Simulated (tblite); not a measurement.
## Run report: C3H15NO2Si3, frequency calculation

System: C3H15NO2Si3.
Method: GFN2-xTB harmonic vibrations, gas phase (tblite 0.8.0).

It belongs to a series of runs on one base structure; here: H on Si replaced by OCH3.

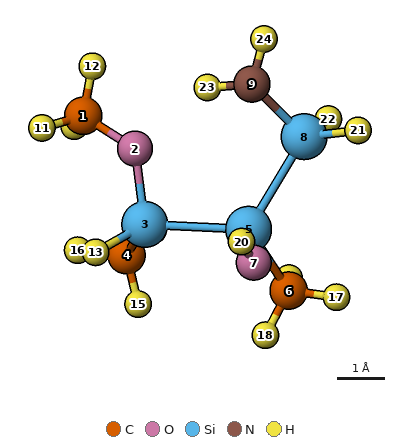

**Figure 1.** The input geometry (ball-and-stick view, seen at a tilt; atoms are numbered from 1 in the order of the input).

Input
```
{"job": {"kind": "ir", "xc": "GFN2-xTB", "basis": "xTB"}, "charge": 0, "multiplicity": 1}
C     -2.302205     1.975690    -0.065171
O     -1.165809     1.224038     0.234249
Si    -1.131367    -0.337148     0.756431
C     -2.224438    -1.421818    -0.378530
Si     1.143223    -0.741758     0.586122
C      1.405646    -2.493310    -0.120372
O      1.750468    -0.953299     2.102658
Si     2.418500     0.826083    -0.564049
N      1.740209     2.331745    -0.057006
H     -2.904908     1.477486    -0.827201
H     -2.917605     2.120464     0.825592
H     -1.984090     2.949287    -0.441353
H     -1.828683    -0.380200     2.067425
H     -1.940247    -1.295870    -1.421272
H     -2.125914    -2.476393    -0.141316
H     -3.279342    -1.168525    -0.296242
H      2.459439    -2.753095    -0.128564
H      0.896849    -3.235308     0.487543
H      1.033310    -2.585000    -1.135962
H      1.854408    -0.221138     2.703533
H      3.841906     0.978250    -0.215775
H      2.418787     0.629531    -2.032706
H      0.735764     2.379639     0.016569
H      2.094366     3.190414    -0.446651
```

The first line tells a small driver script what to run in tblite; the rest is the geometry in Å.

Machine: 1 CPU thread, shared host.

Command:
```bash
OMP_NUM_THREADS=1 python <driver script> task.json out
```

The program's output
```
mode    cm-1     km/mol
  1       4.6      0.07
  2      40.6      0.33
  3      77.0      0.54
  4      81.5      0.87
  5      90.5      0.52
  6     108.1      0.67
  7     109.4      2.82
  8     118.4      0.46
  9     133.6      1.51
 10     137.4      1.23
 11     156.5      3.47
 12     180.1      1.66
 13     187.6      6.26
 14     218.1      2.47
 15     243.8     11.82
 16     291.2     21.40
 17     295.0     12.57
 18     304.1    116.37
 19     370.5      6.10
 20     425.0     16.16
 21     494.7     33.07
 22     568.1     50.83
 23     593.0    170.88
 24     629.6    238.32
 25     663.7     31.24
 26     683.4    212.69
 27     699.1     61.87
 28     717.2     50.70
 29     748.9    147.77
 30     755.8    112.24
 31     796.9    183.63
 32     804.5    222.53
 33     815.9     43.93
 34     822.5    222.84
 35     838.3     79.22
 36     845.8    217.29
 37     863.3    152.52
 38     886.5    149.50
 39    1107.6    192.75
 40    1133.1      4.82
 41    1147.5      6.19
 42    1370.6      2.86
 43    1374.8     15.23
 44    1417.9      0.29
 45    1486.2      3.14
 46    1490.8      0.30
 47    1493.6      2.02
 48    1496.0      1.35
 49    1500.4      0.68
 50    1503.1      0.23
 51    1529.2     35.37
 52    2042.1    342.07
 53    2075.3    462.76
 54    2163.0    307.81
 55    2952.9     41.03
 56    2965.9     37.55
 57    2982.8     38.79
 58    3013.4     50.30
 59    3017.0     18.95
 60    3035.5     34.87
 61    3039.7     37.95
 62    3044.5     13.96
 63    3050.2     20.65
 64    3462.9      5.88
 65    3498.5      3.61
 66    3675.4     12.79
```

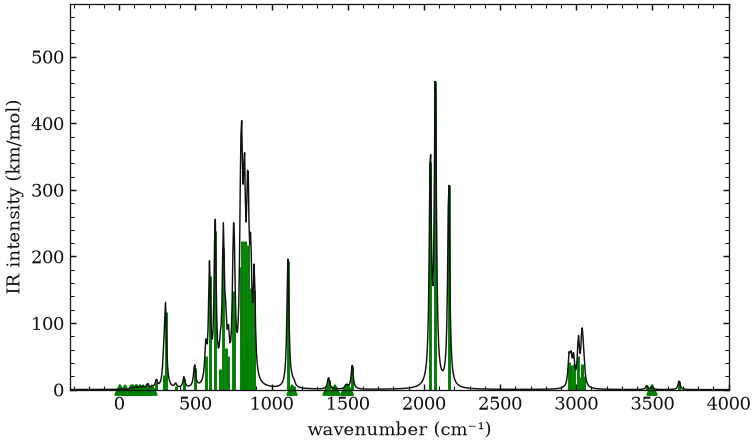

**Figure 2.** Harmonic infrared spectrum, unscaled: sticks (degenerate modes added up, dark ones marked on the axis) with a Lorentzian envelope of 16 cm⁻¹ full width, scaled to the tallest stick. 66 modes from 5 to 3675 cm⁻¹, none imaginary. The strongest line is at 2075 cm⁻¹ (463 km/mol).

Key numbers

```tsv
quantity	value
outcome	converged
total energy	−827.1356 eV
zero-point energy	112.7510 kcal/mol
wall time	1.4 s
peak memory	0.18 GiB
```
